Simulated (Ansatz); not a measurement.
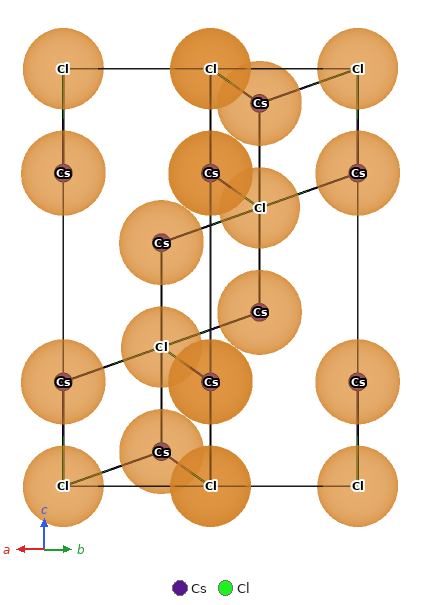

The picture shows: Cs2Cl. Isosurface of the valence pseudo-density at 0.1 e/Å³ (orange), seen along [110]. Sticks mark near contacts.

Space group R-3m; a structure generated by program, which may or may not match a known phase; computed without spin polarisation.

Theory: DFT PBE, scalar-relativistic, plane waves, PAW in Ansatz.

Core electrons are frozen (PAW), and the valence fields are smoothed inside the atomic spheres.

The calculation's input:

```
crystal:
  lattice:
    - [3.1052654512, 1.7928258441, 5.0876622897]
    - [-3.1052654512, 1.7928258441, 5.0876622897]
    - [0.0, -3.5856516883, 5.0876622897]
  atoms:
    - { symbol: Cs, position: [0.2500924215, 0.2500924215, 0.2500924215] }
    - { symbol: Cs, position: [0.7499075785, 0.7499075785, 0.7499075785] }
    - { symbol: Cl, position: [0.0, 0.0, 0.0] }
basis:
  ecutwfc: 420
kpoints:
  mp_grid: { grid: [9, 9, 9] }
  band_path:
    path:
      - [[0.0, 0.0, 0.0], [0.5, 0.5, 0.5], [0.75054895, 0.24945105, 0.5]]
      - [[0.5, -0.24945105, 0.24945105], [0.5, 0.0, 0.0], [0.0, 0.0, 0.0], [0.37472552, -0.37472552, 0.0]]
      - [[0.62527448, 0.0, 0.37472552], [0.5, 0.0, 0.5], [0.0, 0.0, 0.0]]
    npoints: 14
hamiltonian:
  xc: pbe
scf:
  occupations: { method: gaussian, width: 0.1 }
  n_extra_bands: 7
output:
  forces: true
  stress: true
  eigenvalues: true
  populations: true
  dos: { projected: true, de: 0.02, nscf_kmesh: { grid: [11, 11, 11] } }
  bader: true
  write_density: true
  write_potential: true
  elf: true
  volumetric_format: npy
```

Run with:

```sh
ansatz run input.yaml --threads 1 --pin off --max-ram 2048MiB --backend cpu --events-out ev --progress --plain --runs-dir out
```

Below, planes, directions and counts refer to the conventional cell (a = 6.21 Å, b = 6.21 Å, c = 15.26 Å, α = 90.00°, β = 90.00°, γ = 120.00°).

Question: How is the density connected at this value?

Answer: At this value the density breaks into separate islands; it holds about 85 % of the electrons treated as valence (semicore included). It bridges none of the near contacts. It is pinched off along the sampled Cs–Cl (3.80 Å) contacts. On the grid the lowest density along these lines, outside the cores, is 0.04 e/Å³ (Cs–Cl, 3.80 Å).
